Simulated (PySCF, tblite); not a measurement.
**C₅H₇ClF radical: geometry, infrared bands and EPR parameters**

What infrared bands and EPR parameters should C₅H₇ClF radical (`C[C](F)/C(C)=C\Cl`) show?

Computed with tblite 0.8.0 and PySCF 2.14.0, with density-fitted response routines of our own, on a single molecule in the gas phase. Atoms are numbered from 0 throughout.

**1. The molecule as given**

14 atoms, charge 0, multiplicity 2; geometry from: force field or distance geometry start.

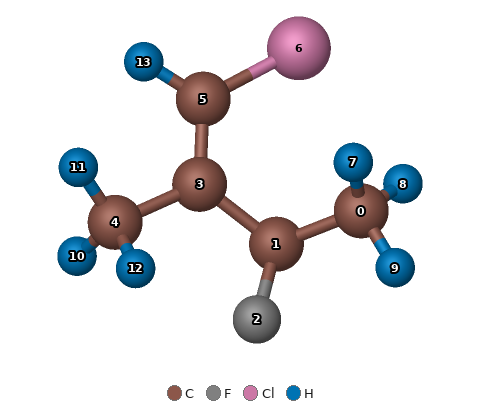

The starting geometry (carbon brown, fluorine grey, chlorine pink, hydrogen blue), atoms numbered.

**2. Geometry optimisation with GFN2-xTB**

The job: settings as JSON, then the geometry in Å.

```
{"job": {"kind": "relax", "xc": "GFN2-xTB", "basis": "xTB"}, "charge": 0, "multiplicity": 2}
C      1.936400    -0.023200    -0.006800
C      0.690200    -0.308400    -0.814000
F      0.594000    -1.702900    -0.807000
C     -0.574200     0.170900    -0.175000
C     -1.735500    -0.793200    -0.042600
C     -0.708700     1.402800     0.296500
Cl     0.590400     2.595300     0.207600
H      1.770300     0.138900     1.072500
H      2.459600     0.847700    -0.457200
H      2.592600    -0.931800    -0.043400
H     -2.291200    -0.872500    -1.014200
H     -2.372100    -0.413800     0.766600
H     -1.285600    -1.755700     0.252700
H     -1.667000     1.645300     0.742300
```

Run with:

```
OMP_NUM_THREADS=1 python probes_run.py task.json out
```

This one command runs all jobs of the session in turn.

Standard output:

```text
step      E/eV     max force
  0    -638.11033    4.116
  1    -638.47452    2.864
  2    -638.78765    1.495
  3    -638.88475    0.681
  4    -638.93642    0.646
  5    -638.99647    0.628
  6    -639.04008    0.561
  7    -639.06809    0.470
  8    -639.09328    0.419
  9    -639.11794    0.363
 10    -639.14221    0.416
 11    -639.16103    0.386
 12    -639.17261    0.273
 13    -639.18141    0.240
 14    -639.18970    0.285
 15    -639.19687    0.234
 16    -639.20302    0.193
 17    -639.20862    0.176
 18    -639.21429    0.167
 19    -639.21963    0.181
 20    -639.22401    0.183
 21    -639.22810    0.182
 22    -639.23376    0.191
 23    -639.24200    0.248
 24    -639.25120    0.284
 25    -639.25881    0.242
 26    -639.26576    0.229
 27    -639.27233    0.227
 28    -639.27802    0.188
 29    -639.28258    0.148
 30    -639.28557    0.160
 31    -639.28824    0.152
 32    -639.29096    0.156
 33    -639.29349    0.087
 34    -639.29473    0.064
 35    -639.29526    0.061
 36    -639.29578    0.062
 37    -639.29645    0.061
 38    -639.29715    0.070
 39    -639.29779    0.068
 40    -639.29837    0.075
 41    -639.29891    0.058
 42    -639.29935    0.043
 43    -639.29967    0.038
 44    -639.29990    0.037
 45    -639.30011    0.039
 46    -639.30029    0.029
 47    -639.30043    0.031
 48    -639.30054    0.029
 49    -639.30063    0.023
 50    -639.30071    0.024
 51    -639.30078    0.026
 52    -639.30087    0.030
 53    -639.30097    0.027
 54    -639.30106    0.025
 55    -639.30114    0.024
 56    -639.30123    0.029
 57    -639.30133    0.025
 58    -639.30140    0.021
 59    -639.30145    0.017
 60    -639.30148    0.015
 61    -639.30153    0.018
 62    -639.30160    0.023
 63    -639.30169    0.024
 64    -639.30179    0.024
 65    -639.30188    0.026
 66    -639.30199    0.027
 67    -639.30214    0.030
 68    -639.30234    0.038
 69    -639.30253    0.033
 70    -639.30269    0.032
 71    -639.30285    0.036
 72    -639.30308    0.047
 73    -639.30340    0.057
 74    -639.30377    0.055
 75    -639.30414    0.041
 76    -639.30448    0.057
 77    -639.30462    0.085
 78    -639.30510    0.085
 79    -639.30543    0.056
 80    -639.30575    0.033
 81    -639.30596    0.034
 82    -639.30612    0.039
 83    -639.30629    0.025
 84    -639.30641    0.025
 85    -639.30651    0.028
 86    -639.30659    0.028
 87    -639.30669    0.029
 88    -639.30683    0.025
 89    -639.30707    0.019
 90    -639.30715    0.019
 91    -639.30723    0.021
 92    -639.30728    0.020
 93    -639.30732    0.016
 94    -639.30738    0.014
 95    -639.30746    0.017
 96    -639.30749    0.013
 97    -639.30751    0.016
 98    -639.30756    0.019
 99    -639.30764    0.025
100    -639.30780    0.039
101    -639.30805    0.045
102    -639.30834    0.043
103    -639.30859    0.041
104    -639.30880    0.034
105    -639.30902    0.032
106    -639.30921    0.028
107    -639.30930    0.025
108    -639.30936    0.038
109    -639.30940    0.032
110    -639.30952    0.018
111    -639.30965    0.022
112    -639.30985    0.019
113    -639.30989    0.033
114    -639.30991    0.030
115    -639.30995    0.004
```

It took 0.72 s on 1 thread of AMD EPYC 7B13, shared host; peak memory 0.18 GiB.

Along the way: (not every step is listed)

| step | energy from step 0 (eV) | largest force (eV/Å) |
| --- | --- | --- |
| 0 | 0.0000 | 4.1160 |
| 1 | -0.3642 | 2.8637 |
| 2 | -0.6773 | 1.4949 |
| 3 | -0.7744 | 0.6809 |
| 4 | -0.8261 | 0.6460 |
| 5 | -0.8861 | 0.6280 |
| 6 | -0.9298 | 0.5607 |
| 7 | -0.9578 | 0.4698 |
| 8 | -0.9830 | 0.4191 |
| 18 | -1.1040 | 0.1671 |
| 28 | -1.1677 | 0.1877 |
| 38 | -1.1868 | 0.0699 |
| 48 | -1.1902 | 0.0291 |
| 58 | -1.1911 | 0.0210 |
| 68 | -1.1920 | 0.0375 |
| 78 | -1.1948 | 0.0854 |
| 88 | -1.1965 | 0.0255 |
| 98 | -1.1972 | 0.0194 |
| 108 | -1.1990 | 0.0384 |
| 110 | -1.1992 | 0.0181 |
| 111 | -1.1993 | 0.0221 |
| 112 | -1.1995 | 0.0192 |
| 113 | -1.1996 | 0.0326 |
| 114 | -1.1996 | 0.0304 |
| 115 | -1.1996 | 0.0042 |

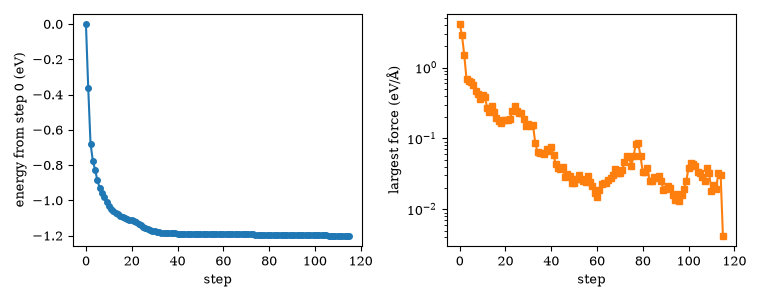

Energy and force, step by step.

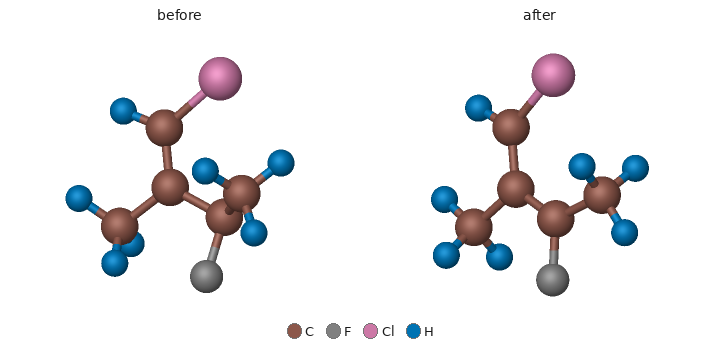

The geometry before (left) and after (right).

Distances of close pairs at the start and the end, largest changes first:

| bond | before (Å) | after (Å) | change (Å) |
| --- | --- | --- | --- |
| C1–C3 | 1.496 | 1.381 | -0.114 |
| C5–Cl6 | 1.766 | 1.707 | -0.059 |
| C3–C5 | 1.326 | 1.378 | +0.052 |
| C1–F2 | 1.398 | 1.358 | -0.039 |
| C4–H10 | 1.122 | 1.088 | -0.034 |
| C0–H9 | 1.121 | 1.088 | -0.034 |
| C0–C1 | 1.512 | 1.483 | -0.029 |
| C0–H8 | 1.111 | 1.090 | -0.021 |

The end geometry stands in the next job.

**3. Infrared spectrum with GFN2-xTB**

The job: settings as JSON, then the geometry in Å.

```
{"job": {"kind": "ir", "xc": "GFN2-xTB", "basis": "xTB"}, "charge": 0, "multiplicity": 2}
C      2.047044    -0.001201    -0.130954
C      0.666447    -0.536437    -0.211417
F      0.612844    -1.833238    -0.612065
C     -0.546409     0.069114     0.054247
C     -1.787431    -0.769736    -0.128836
C     -0.726064     1.369605     0.471580
Cl     0.515714     2.507256     0.747264
H      2.283518     0.329139     0.881015
H      2.177805     0.852911    -0.796095
H      2.745700    -0.783488    -0.419171
H     -1.852973    -1.120649    -1.156945
H     -2.680023    -0.199551     0.107535
H     -1.744919    -1.644606     0.516989
H     -1.711932     1.760407     0.654686
```

Standard output:

```text
mode    cm-1     km/mol
  1      69.3      1.58
  2      88.8      1.69
  3     161.2      1.63
  4     179.8      1.67
  5     197.9      0.68
  6     258.3      3.22
  7     300.2      0.03
  8     329.9      1.26
  9     431.9      2.50
 10     496.3      0.16
 11     552.2      5.74
 12     607.6     23.33
 13     720.5      3.72
 14     845.2     38.31
 15     971.2     13.05
 16    1003.6      5.00
 17    1021.3     24.61
 18    1036.9      7.74
 19    1118.3     18.08
 20    1219.5    180.16
 21    1226.9      0.29
 22    1393.3     10.11
 23    1403.7      0.25
 24    1429.4     27.77
 25    1446.5     18.10
 26    1461.6      4.14
 27    1473.1      4.32
 28    1476.7     16.24
 29    1494.0     60.35
 30    2981.4      8.37
 31    3000.8      8.86
 32    3022.1     12.93
 33    3035.1     10.42
 34    3046.1      8.42
 35    3062.3     18.94
 36    3103.7      3.10
```

Run time: 0.49 s. Hardware: 1 thread of AMD EPYC 7B13, shared host; peak memory 0.18 GiB.

The strongest bands and the atoms that carry them (share of the mass-weighted mode):

| cm⁻¹ | km/mol | atoms |
| --- | --- | --- |
| 608 | 23.3 | H13 78 %, C5 19 % |
| 845 | 38.3 | C5 42 %, Cl6 10 % |
| 1021 | 24.6 | H11 30 %, C4 18 %, H12 14 %, H10 14 % |
| 1220 | 180.2 | C1 49 %, H13 20 % |
| 1429 | 27.8 | C3 39 %, C5 29 % |
| 1446 | 18.1 | H9 53 %, H8 21 %, H7 21 % |
| 1494 | 60.4 | C3 26 %, H12 18 %, C1 18 %, H10 18 % |
| 3062 | 18.9 | H11 93 % |

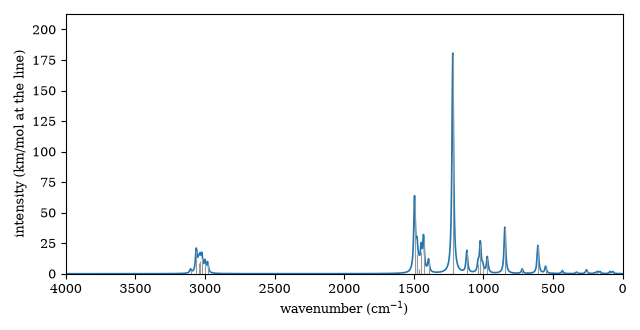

The infrared spectrum from these modes, unscaled. Lines are broadened to a width of 14 cm⁻¹ (Lorentzian).

**4. EPR parameters: B3LYP/pcH-1**

Settings changed since step 3:

```diff
@@ -1,2 +1,2 @@
-{"job": {"kind": "ir", "xc": "GFN2-xTB", "basis": "xTB"}, "charge": 0, "multiplicity": 2}
+{"job": {"kind": "epr", "basis": "pcH-1"}, "charge": 0, "multiplicity": 2}
 C      2.047044    -0.001201    -0.130954
```

Method: UKS B3LYP, pcH-1 on C Cl F H, non-relativistic, mean-field spin-orbit, GIAO.

Standard output:

```text
UKS, coarse grid
  cycle   1  E = -754.69408542  |g| = 4.08e-01
  cycle   2  E = -754.65628250  |g| = 5.41e-01
  cycle   3  E = -754.75421721  |g| = 7.83e-02
  cycle   4  E = -754.75611092  |g| = 3.78e-02
  cycle   5  E = -754.75676582  |g| = 8.85e-03
  cycle   6  E = -754.75682364  |g| = 6.30e-03
  cycle   7  E = -754.75685390  |g| = 2.54e-03
  cycle   8  E = -754.75685998  |g| = 1.36e-03
  cycle   9  E = -754.75685859  |g| = 4.49e-04
UKS, final grid
  cycle   1  E = -754.75681262  |g| = 6.86e-04
  cycle   2  E = -754.75681222  |g| = 1.14e-03
  cycle   3  E = -754.75681285  |g| = 9.77e-05
  cycle   4  E = -754.75681285  |g| = 1.65e-05
E = -754.75681285 Eh   <S^2> = 0.7748 (exact 0.7500)
g shifts (ppm)      1          2          3
  rmc          -198       -198       -198
  gc             -4         43         41
  oz_so        -360       4741       5353
  total        -561       4586       5197
hyperfine (MHz)  atom isotope    a_iso     a_fc   dipolar eigenvalues
    0   13C     -20.71     -20.72     -1.29      0.38      0.91
    1   13C      63.87      63.82    -54.33    -54.12    108.45
    2   19F      94.30      93.99   -174.74   -145.98    320.72
    3   13C     -48.14     -48.18    -27.27     10.77     16.49
    4   13C       5.00       5.00     -1.02     -0.01      1.04
    5   13C      61.60      61.28    -50.79    -48.55     99.34
    6  35Cl       3.67       3.76    -19.46    -12.33     31.78
    7    1H      64.84      64.83     -3.71     -1.56      5.26
    8    1H      64.73      64.72     -3.71     -1.56      5.27
    9    1H       1.38       1.38     -2.84     -2.83      5.67
   10    1H     -16.00     -16.00     -2.30     -0.94      3.24
   11    1H      -2.09      -2.09     -2.07     -1.59      3.66
   12    1H     -15.95     -15.95     -2.30     -0.94      3.24
   13    1H     -42.01     -42.09    -23.69     -0.68     24.37
```

Run time: 48 s. Hardware: 1 thread of AMD EPYC 7B13, shared host; peak memory 1 GiB.

Principal g values 2.00176, 2.00691, 2.00752; g(iso) = 2.00539, against 2.00232 for a free electron.

Mean a(iso) over the nuclei that a row names, and the largest dipolar term of the row (other rows stand at the frozen geometry):

| nuclei | isotope | a(iso) (MHz) | a(iso) (G, at g = 2.0023) | largest dipolar term (MHz) |
| --- | --- | --- | --- | --- |
| F2 | 19F | 94.3 | 33.6 | 320.7 |
| C1 | 13C | 63.9 | 22.8 | 108.4 |
| C5 | 13C | 61.6 | 22.0 | 99.3 |
| C3 | 13C | -48.1 | -17.2 | -27.3 |
| H7, H8, H9 | 1H | 43.6 | 15.6 | 5.7 |
| H13 | 1H | -42.0 | -15.0 | 24.4 |
| C0 | 13C | -20.7 | -7.4 | -1.3 |
| H10, H11, H12 | 1H | -11.3 | -4.0 | 3.7 |
| C4 | 13C | 5.0 | 1.8 | 1.0 |
| Cl6 | 35Cl | 3.7 | 1.3 | 31.8 |

Mulliken spin populations:

C0 -0.05; C1 0.58; F2 0.04; C3 -0.23; C4 0.01; C5 0.59; Cl6 0.05; H7 0.02; H8 0.02; H9 0.00; H10 -0.01; H11 0.00; H12 -0.01; H13 -0.03

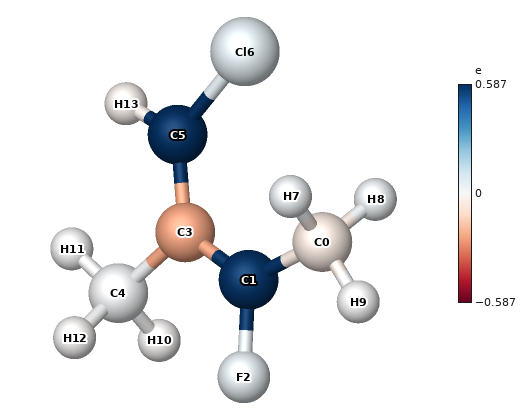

Mulliken spin populations, as colours on the atoms.

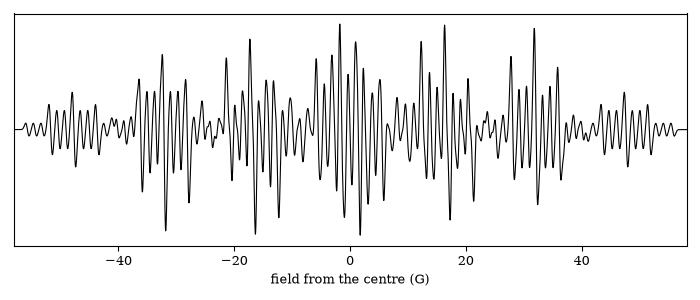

First-order isotropic spectrum (first derivative, main isotopes with spin only, couplings over 0.8 MHz, Gaussian width 0.3 G; couplings of the frozen geometry, rotation of groups not averaged beyond the rows shown).

Orbitals, density, ELF and potential are computed afterwards from the orbital file.

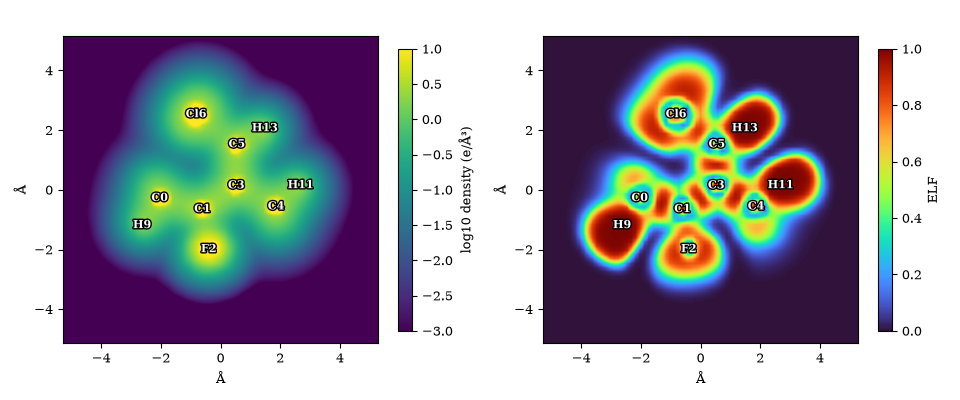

Density (left) and ELF (right) in a plane through or near 10 of the atoms.

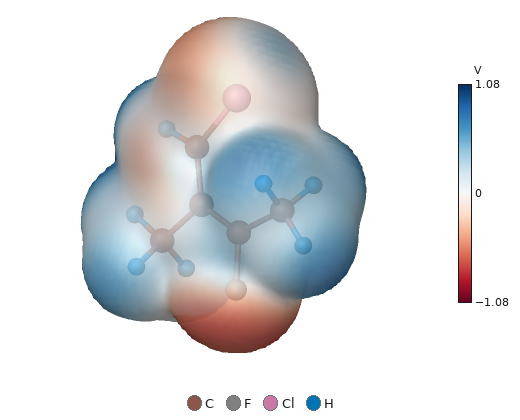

Electrostatic potential on the surface of density 0.002 e/bohr³; red is low, blue high. It runs from -0.69 V near F2 to 1.08 V near H13.

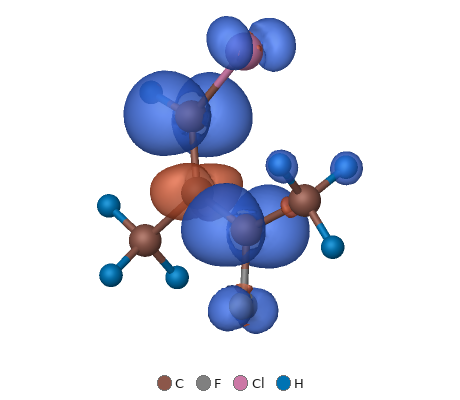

Spin density at ±0.03 e/Å³ (alpha excess blue, beta excess red).

**5. Summary of results**

| quantity | value |
| --- | --- |
| strongest single infrared mode (GFN2-xTB) | 1220 cm⁻¹, 180 km/mol |
| zero-point energy (GFN2-xTB) | 65.3 kcal/mol |
| g(iso) (B3LYP) | 2.00539 |
| ⟨S²⟩ | 0.775 (exact 0.75) |
| largest a(iso) (averaged by class) | 19F on F2, 94.3 MHz |
| potential on the surface of density 0.002 e/bohr³, 1st and 99th percentile | -0.69 V and 1.08 V |

In words: Over 115 steps the energy fell by 1.200 eV; of the close pairs, C1–C3 changed most, 1.496 to 1.381 Å. No mode is imaginary among the 36: a minimum at this level. The strongest single mode, at 1220 cm⁻¹, is spread over many atoms; the largest shares are those of C1, H13. Unscaled tight-binding wavenumbers are off by several per cent, some by more. Its intensities can rank the bands wrongly. The largest spin populations lie on C5 (0.59 e), C1 (0.58 e). The isotropic g lies 3.1 ppt above the free-electron value. These values are for one conformer; the search (at its own cheap level) found 2 more, at 0.00, 1.25 kcal/mol (those within 0.05 may be mirror or relabelled copies), and measured spectra average over such forms.
